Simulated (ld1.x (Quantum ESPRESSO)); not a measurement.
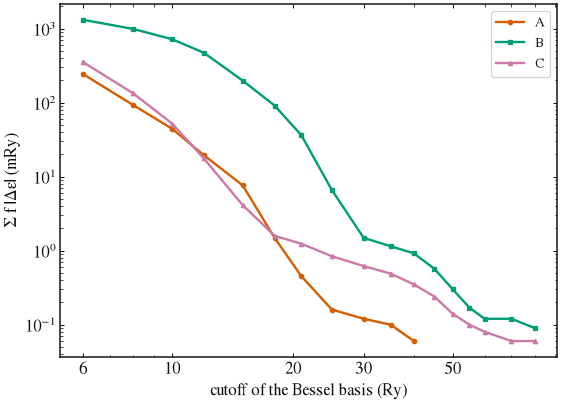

The occupation-weighted error of the valence levels in a spherical-Bessel basis for 3 variants of one potential.

Base settings:

Input of ld1.x (Quantum ESPRESSO) 7.5:

```
 &input
   title='N', zed=7., rel=1, dft='PBE', iswitch=3,
   config='[He] 2s2 2p3',
   nld=2, rlderiv=2.45, eminld=-3.0, emaxld=5.0, deld=0.02
 /
 &inputp
   pseudotype=3, lpaw=.true., tm=.true., lloc=-1, rcloc=1.90,
   nlcc=.true., new_core_ps=.true.,
   which_augfun='PSQ', rmatch_augfun_nc=.true.,
   file_pseudopw='N.UPF', file_wfcaegen='ae.wfc', file_wfcncgen='nc.wfc', file_beta='beta', file_chi='chi', file_wfcusgen='us.wfc'
 /
4
2S  1  0   2.00   0.00  0.85  1.15  0.0
2S  1  0   0.00  -0.50  0.85  1.15  0.0
2P  2  1   3.00   0.00  1.70  2.25  0.0
2P  2  1   0.00   0.20  1.70  2.25  0.0
 &test
   configts(1)='2s2 2p3'
 /
```

Run as:
```bash
ld1.x < N.in > N.out
```

Functional and relativity: PBE, scalar-relativistic.

Q: Match the curves to these variants:
1. base
2. waves 2p (bound): rcut 1.52, rcutus 1.62 bohr; 2p channel at 0.2 Ry: rcut 1.52, rcutus 1.62 bohr
3. all radii scaled by 1.38 (s 1.58, p 3.10 bohr)

A: A = 3, B = 2, C = 1.

Q: What did the other tests of these runs give?

A: A: loose cutoff 15 Ry; bound ghosts none; 4 of 7 tests not solved. B: loose cutoff 25 Ry; bound ghosts none; largest test error +9.6 meV. C: loose cutoff 15 Ry; bound ghosts none; largest test error -23 meV. The loose cutoff is the first of the cutoffs, on a coarse ladder, from which the occupation-weighted sum of valence levels, in a spherical-Bessel basis at the reference potential, stays within 10 and 1 mRy of its value at 400 Ry.
